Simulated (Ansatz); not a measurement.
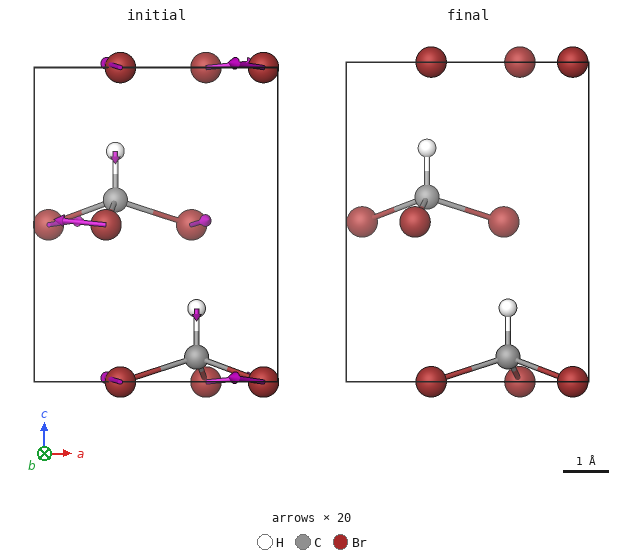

The structure of a crystal of HCBr3 (set up in P6_3) before (left) and after (right) a relaxation, at one scale. The purple arrows give the displacements (the part carried along by the change of the cell is left out), 20 times their true length.

Style: ball-and-stick. Shown: the cell of the calculation, along the b axis.

Method: Ansatz 0.2.0, DFT PBEsol, scalar-relativistic, plane waves, PAW; settings changed.

Input file:
```yaml
crystal:
  lattice:
    - [6.3015912185, 0.0, 0.0]
    - [-3.1507956092, 5.4573380795, 0.0]
    - [0.0, 0.0, 7.0395489653]
  atoms:
    - { symbol: H, position: [0.6666666667, 0.3333333333, 0.233624224] }
    - { symbol: H, position: [0.3333333333, 0.6666666667, 0.733624224] }
    - { symbol: C, position: [0.6666666667, 0.3333333333, 0.0786469334] }
    - { symbol: C, position: [0.3333333333, 0.6666666667, 0.5786469334] }
    - { symbol: Br, position: [0.7050752974, 0.6460397455, -0.0004237192] }
    - { symbol: Br, position: [0.0590355519, 0.7050752974, 0.4995762808] }
    - { symbol: Br, position: [0.3539602545, 0.0590355519, -0.0004237192] }
    - { symbol: Br, position: [0.2949247026, 0.3539602545, 0.4995762808] }
    - { symbol: Br, position: [0.9409644481, 0.2949247026, -0.0004237192] }
    - { symbol: Br, position: [0.6460397455, 0.9409644481, 0.4995762808] }
basis:
  ecutwfc: 420
kpoints:
  mp_grid: { grid: [6, 6, 4] }
hamiltonian:
  xc: pbesol
scf:
  occupations: { method: gaussian, width: 0.15 }
output:
  forces: true
  eigenvalues: true
  stress: true
relax:
  adjacent_minimum: "off"
  f_tol: 0.02
  max_steps: 50
  cell: { stress_tol: 0.03 }
```

Command:
```bash
ansatz run input.yaml --threads 2 --pin off --max-ram 5120MiB --backend cpu --events-out ev --progress --plain --runs-dir out
```

**Describe what moved and what it gained.**

The largest moves relative to the cell, 0.061 Å, are those of Br5, Br6, Br7, Br8, Br9 and Br10. Br5 goes along [3 1 0]. Largest moves by element: Br 0.061 Å, H 0.015 Å, C 0.003 Å. The drawn cell changes as follows: a = b 6.302 → 6.275 Å (−0.4 %), c 7.040 → 7.157 Å (+1.7 %); the volume changes by +0.8 %. Near-neighbour distances that change, for instance: C3–Br5 1.943 → 1.932 Å, H1–C3 1.091 → 1.097 Å. The space group stays P6_3 (No. 173). Over 4 accepted moves (5 points after the start) the energy falls by 1.8 meV per atom. Largest force component: 0.34 eV/Å at the start, 0.0059 eV/Å at the end. Pressure: −0.50 GPa at the start and 0.02 GPa at the end. At 1 point the geometry stayed and the basis and grid were re-selected for the new cell (energy shift of 0.1 meV per atom at most each time).
